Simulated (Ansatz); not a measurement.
# The cluster Ti6H20O22: inputs that go wrong

Aim: try 2 inputs for the cluster Ti6H20O22 as typed, read how each ends, and find what has to change.

Program: Ansatz 0.2.0, Gaussian basis. Level of theory: the settings change from run to run. These are calculated values, not measurements.

**1. The molecule**

An earlier PBE-D4/def2-SVP relaxation fixed the geometry.

48 atoms, charge 0, spin multiplicity 1.

Atoms are counted from 1 here; the program's logs count them from 0.

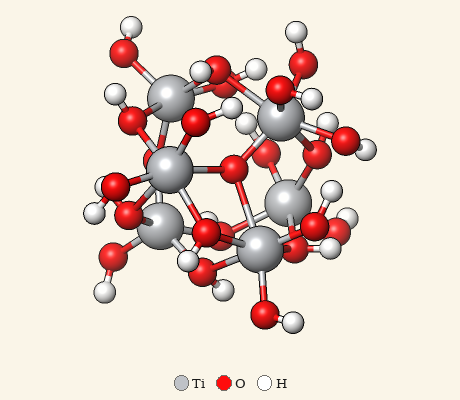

The geometry (titanium light grey, oxygen red, hydrogen white).

Coordinates:

```xyz
48
charge 0, multiplicity 1
Ti   -0.2563   -0.1828    2.6215
Ti   -0.5489    0.0062   -2.4710
Ti   -1.8863    1.8032    0.3631
Ti   -1.9431   -1.7772   -0.0276
Ti    1.6109    2.3835   -0.4612
Ti    1.5995   -1.3220    0.0848
O    -3.6555   -2.3746   -0.0434
O    -1.9516   -1.3173   -1.9547
O    -1.0810   -3.3008    0.1343
O    -1.8663   -1.3167    1.9902
O    -1.3370    0.4420   -4.0474
O    -3.0412    3.1031    0.8115
O    -1.7449    1.5222   -1.5591
O    -1.0741    1.2955    1.8834
O    -2.9605    0.2076    0.2874
O     0.7409   -0.9984   -3.0870
O    -0.0887   -0.6456   -0.3206
O     2.5960   -1.6915   -1.5843
O     1.4066   -3.2084   -0.1008
O     0.7171   -1.8097    1.9666
O    -0.6693   -0.3395    4.3643
O     3.0647   -1.0030    1.3414
O     0.7601    1.5593   -2.1530
O    -0.2640    3.0347   -0.1124
O     2.6487    3.5954   -1.2816
O     2.4775    0.6252   -0.4258
O     1.4450    0.5439    2.6461
O     1.9669    2.6118    1.2536
H    -4.3374   -1.6783   -0.1200
H    -2.8015   -1.2548   -2.4253
H    -0.0713   -3.4553   -0.0443
H    -2.0889   -2.0796    2.5571
H    -0.9578    0.0145   -4.8386
H    -3.6793    3.4689    0.1705
H    -1.2983    2.3139   -1.9296
H    -3.1167   -0.0265    1.2341
H     1.5717   -1.3858   -2.5700
H     3.1675   -0.9042   -1.6955
H     1.8990   -3.4938   -0.8972
H     0.0858   -2.5366    1.7774
H    -0.0188   -0.1336    5.0595
H     3.1633   -1.7914    1.9110
H     1.5190    1.3413   -2.7312
H    -0.1671    3.5791    0.6970
H     3.2957    4.1457   -0.8025
H     3.1998    0.5743    0.2401
H     2.2147   -0.0408    2.3213
H     1.7551    1.8971    1.9679
```

**2. Input 1**

in.yaml

```yaml
crystal:
  periodic: [false, false, false]
  atoms:
    - {symbol: Ti, position_ang: [-0.256323, -0.182823, 2.621480]}
    - {symbol: Ti, position_ang: [-0.548867, 0.006188, -2.471009]}
    - {symbol: Ti, position_ang: [-1.886281, 1.803150, 0.363108]}
    - {symbol: Ti, position_ang: [-1.943105, -1.777214, -0.027573]}
    - {symbol: Ti, position_ang: [1.610857, 2.383495, -0.461166]}
    - {symbol: Ti, position_ang: [1.599463, -1.321971, 0.084805]}
    - {symbol: O, position_ang: [-3.655494, -2.374578, -0.043359]}
    - {symbol: O, position_ang: [-1.951648, -1.317262, -1.954720]}
    - {symbol: O, position_ang: [-1.081045, -3.300783, 0.134340]}
    - {symbol: O, position_ang: [-1.866282, -1.316717, 1.990232]}
    - {symbol: O, position_ang: [-1.336965, 0.442003, -4.047380]}
    - {symbol: O, position_ang: [-3.041232, 3.103104, 0.811509]}
    - {symbol: O, position_ang: [-1.744926, 1.522172, -1.559082]}
    - {symbol: O, position_ang: [-1.074082, 1.295497, 1.883376]}
    - {symbol: O, position_ang: [-2.960464, 0.207566, 0.287383]}
    - {symbol: O, position_ang: [0.740907, -0.998386, -3.087004]}
    - {symbol: O, position_ang: [-0.088656, -0.645591, -0.320607]}
    - {symbol: O, position_ang: [2.596046, -1.691489, -1.584316]}
    - {symbol: O, position_ang: [1.406628, -3.208377, -0.100800]}
    - {symbol: O, position_ang: [0.717130, -1.809721, 1.966632]}
    - {symbol: O, position_ang: [-0.669297, -0.339517, 4.364329]}
    - {symbol: O, position_ang: [3.064714, -1.003025, 1.341413]}
    - {symbol: O, position_ang: [0.760109, 1.559264, -2.153020]}
    - {symbol: O, position_ang: [-0.263980, 3.034714, -0.112376]}
    - {symbol: O, position_ang: [2.648690, 3.595411, -1.281636]}
    - {symbol: O, position_ang: [2.477496, 0.625233, -0.425785]}
    - {symbol: O, position_ang: [1.445038, 0.543922, 2.646074]}
    - {symbol: O, position_ang: [1.966937, 2.611772, 1.253559]}
    - {symbol: H, position_ang: [-4.337353, -1.678339, -0.119963]}
    - {symbol: H, position_ang: [-2.801465, -1.254770, -2.425342]}
    - {symbol: H, position_ang: [-0.071292, -3.455282, -0.044260]}
    - {symbol: H, position_ang: [-2.088863, -2.079644, 2.557142]}
    - {symbol: H, position_ang: [-0.957799, 0.014462, -4.838626]}
    - {symbol: H, position_ang: [-3.679333, 3.468861, 0.170478]}
    - {symbol: H, position_ang: [-1.298349, 2.313915, -1.929566]}
    - {symbol: H, position_ang: [-3.116665, -0.026458, 1.234103]}
    - {symbol: H, position_ang: [1.571718, -1.385803, -2.570038]}
    - {symbol: H, position_ang: [3.167497, -0.904186, -1.695466]}
    - {symbol: H, position_ang: [1.899015, -3.493824, -0.897222]}
    - {symbol: H, position_ang: [0.085777, -2.536647, 1.777371]}
    - {symbol: H, position_ang: [-0.018752, -0.133596, 5.059516]}
    - {symbol: H, position_ang: [3.163250, -1.791416, 1.910973]}
    - {symbol: H, position_ang: [1.519013, 1.341300, -2.731236]}
    - {symbol: H, position_ang: [-0.167115, 3.579149, 0.697047]}
    - {symbol: H, position_ang: [3.295746, 4.145718, -0.802531]}
    - {symbol: H, position_ang: [3.199844, 0.574290, 0.240051]}
    - {symbol: H, position_ang: [2.214659, -0.040841, 2.321252]}
    - {symbol: H, position_ang: [1.755121, 1.897094, 1.967901]}
basis:
  gaussian: {orbitals: 6-31G}
hamiltonian: {xc: {name: HF}}
correlation: {method: mp2, frozen_orbitals: {Ti: 9}}
scf: {lower_state_search: off}
```

Started as:

```
ansatz run in.yaml --threads 2 --pin off --events-out ev --progress --plain --max-ram 32768MiB --backend cuda --devices 0, --max-vram 18GiB
```

What it wrote:

```text
Functional definition: HF
  name "HF"
  cite "Fock, Z. Phys. 61, 126 (1930) doi:10.1007/BF01340294"
  parent pbe
  exchange = exact_x
  correlation = 0
these checks for a lower state are left out or cut short: stability, starts, cluster_reference, orbital_swaps, neighbouring_geometries, increment
Error: "frozen_orbitals" has no count for O
```

Wall time 1.7 s (1 × H100 (card shared with other runs) with 2 threads of AMD EPYC 7R13, shared host); peak host memory 0.73 GiB.

Diagnosis: The program refused the input. Frozen orbitals are typed for one element alone, and the program wants a count for each. To mend it, leave frozen_orbitals out, or give every element a count that its core really has.

**3. Input 2**

in.yaml

```yaml
crystal:
  periodic: [false, false, false]
  atoms:
    - {symbol: Ti, position_ang: [-0.256323, -0.182823, 2.621480]}
    - {symbol: Ti, position_ang: [-0.548867, 0.006188, -2.471009]}
    - {symbol: Ti, position_ang: [-1.886281, 1.803150, 0.363108]}
    - {symbol: Ti, position_ang: [-1.943105, -1.777214, -0.027573]}
    - {symbol: Ti, position_ang: [1.610857, 2.383495, -0.461166]}
    - {symbol: Ti, position_ang: [1.599463, -1.321971, 0.084805]}
    - {symbol: O, position_ang: [-3.655494, -2.374578, -0.043359]}
    - {symbol: O, position_ang: [-1.951648, -1.317262, -1.954720]}
    - {symbol: O, position_ang: [-1.081045, -3.300783, 0.134340]}
    - {symbol: O, position_ang: [-1.866282, -1.316717, 1.990232]}
    - {symbol: O, position_ang: [-1.336965, 0.442003, -4.047380]}
    - {symbol: O, position_ang: [-3.041232, 3.103104, 0.811509]}
    - {symbol: O, position_ang: [-1.744926, 1.522172, -1.559082]}
    - {symbol: O, position_ang: [-1.074082, 1.295497, 1.883376]}
    - {symbol: O, position_ang: [-2.960464, 0.207566, 0.287383]}
    - {symbol: O, position_ang: [0.740907, -0.998386, -3.087004]}
    - {symbol: O, position_ang: [-0.088656, -0.645591, -0.320607]}
    - {symbol: O, position_ang: [2.596046, -1.691489, -1.584316]}
    - {symbol: O, position_ang: [1.406628, -3.208377, -0.100800]}
    - {symbol: O, position_ang: [0.717130, -1.809721, 1.966632]}
    - {symbol: O, position_ang: [-0.669297, -0.339517, 4.364329]}
    - {symbol: O, position_ang: [3.064714, -1.003025, 1.341413]}
    - {symbol: O, position_ang: [0.760109, 1.559264, -2.153020]}
    - {symbol: O, position_ang: [-0.263980, 3.034714, -0.112376]}
    - {symbol: O, position_ang: [2.648690, 3.595411, -1.281636]}
    - {symbol: O, position_ang: [2.477496, 0.625233, -0.425785]}
    - {symbol: O, position_ang: [1.445038, 0.543922, 2.646074]}
    - {symbol: O, position_ang: [1.966937, 2.611772, 1.253559]}
    - {symbol: H, position_ang: [-4.337353, -1.678339, -0.119963]}
    - {symbol: H, position_ang: [-2.801465, -1.254770, -2.425342]}
    - {symbol: H, position_ang: [-0.071292, -3.455282, -0.044260]}
    - {symbol: H, position_ang: [-2.088863, -2.079644, 2.557142]}
    - {symbol: H, position_ang: [-0.957799, 0.014462, -4.838626]}
    - {symbol: H, position_ang: [-3.679333, 3.468861, 0.170478]}
    - {symbol: H, position_ang: [-1.298349, 2.313915, -1.929566]}
    - {symbol: H, position_ang: [-3.116665, -0.026458, 1.234103]}
    - {symbol: H, position_ang: [1.571718, -1.385803, -2.570038]}
    - {symbol: H, position_ang: [3.167497, -0.904186, -1.695466]}
    - {symbol: H, position_ang: [1.899015, -3.493824, -0.897222]}
    - {symbol: H, position_ang: [0.085777, -2.536647, 1.777371]}
    - {symbol: H, position_ang: [-0.018752, -0.133596, 5.059516]}
    - {symbol: H, position_ang: [3.163250, -1.791416, 1.910973]}
    - {symbol: H, position_ang: [1.519013, 1.341300, -2.731236]}
    - {symbol: H, position_ang: [-0.167115, 3.579149, 0.697047]}
    - {symbol: H, position_ang: [3.295746, 4.145718, -0.802531]}
    - {symbol: H, position_ang: [3.199844, 0.574290, 0.240051]}
    - {symbol: H, position_ang: [2.214659, -0.040841, 2.321252]}
    - {symbol: H, position_ang: [1.755121, 1.897094, 1.967901]}
basis:
  gaussian: {orbitals: "6-31G*", final_grid: {core_spheres: 1, valence_spheres: 1, degree: 5}}
hamiltonian: {xc: {name: r2SCAN}}
scf: {omitted_lower_state_checks: [starts]}
output: {forces: true}
```

The command is unchanged.

What it wrote, shortened:

```text
Functional definition: r2SCAN
  name "r2SCAN"
  cite "Furness, Kaplan, Ning, Perdew & Sun, J. Phys. Chem. Lett. 11, 8208 (2020) doi:10.1021/acs.jpclett.0c02405"
  cite "Furness, Kaplan, Ning, Perdew & Sun, J. Phys. Chem. Lett. 11, 9248 (2020) doi:10.1021/acs.jpclett.0c03077"
  parent r2scan
[...]
6342 factors; their error is unknown
[...]
mean field -183887.02279279 eV, -6757.7234445344 hartree, gradient 2.7e-5 eV, S^2 0.000000; 0 other end points of the search recorded, 0 dependent functions left out
[...]
reference -183887.02279864 eV, -6757.7234447491 hartree; 164, 164 occupied and 422, 422 virtual orbitals, 6342 factors
Total energy: -183887.02279864 eV, -6757.7234447491 hartree
Atom 0 at    -0.256323    -0.182823     2.621480 Å, force     0.689602     0.030384     3.303643 eV/Å
Atom 1 at    -0.548867     0.006188    -2.471009 Å, force    -4.306199     7.637492    -6.653092 eV/Å
[...]
Atom 39 at     0.085777    -2.536647     1.777371 Å, force     5.222724     4.386916     1.044364 eV/Å
Atom 40 at    -0.018752    -0.133596     5.059516 Å, force    -5.056962    -1.694831    -4.971541 eV/Å
Atom 41 at     3.163250    -1.791416     1.910973 Å, force     0.649525     4.735283    -3.623783 eV/Å
Atom 42 at     1.519013     1.341300    -2.731236 Å, force    -6.632874     0.426698     4.021457 eV/Å
Atom 43 at    -0.167115     3.579149     0.697047 Å, force     0.083296    -3.202634    -6.144132 eV/Å
Atom 44 at     3.295746     4.145718    -0.802531 Å, force    -5.743887    -4.121406    -3.397779 eV/Å
Atom 45 at     3.199844     0.574290     0.240051 Å, force    -5.972465     1.948110    -4.470806 eV/Å
Atom 46 at     2.214659    -0.040841     2.321252 Å, force    -4.391876     3.018777     3.187161 eV/Å
Atom 47 at     1.755121     1.897094     1.967901 Å, force     1.584972     4.849856    -5.758543 eV/Å
Dipole moment:    -0.066349     0.401663    -0.014421 e Å
Checks for a lower state left out: starts
```

It took 25 s on 1 × H100 (card shared with other runs) with 2 threads of AMD EPYC 7R13, shared host; peak host memory 1.5 GiB.

What is wrong: It ended without an error, which proves nothing about the input. The integration grid is far too coarse. Its energy carries the error of the grid. Cure: drop final_grid and take the default grid.

**4. Summary**

| input | level | ended | cause | time |
| --- | --- | --- | --- | --- |
| 1 | MP2/6-31G | refused | frozen orbitals are typed for one element alone, and the program wants a count for each | 1.7 s |
| 2 | r2SCAN/6-31G* | converged | the integration grid is far too coarse | 25 s |

In words: 1 refused, 1 converged. A refusal costs next to no computing time. The dangerous case is the input that converges on a wrong geometry, charge, spin, basis or grid: often only a look at the input shows it.
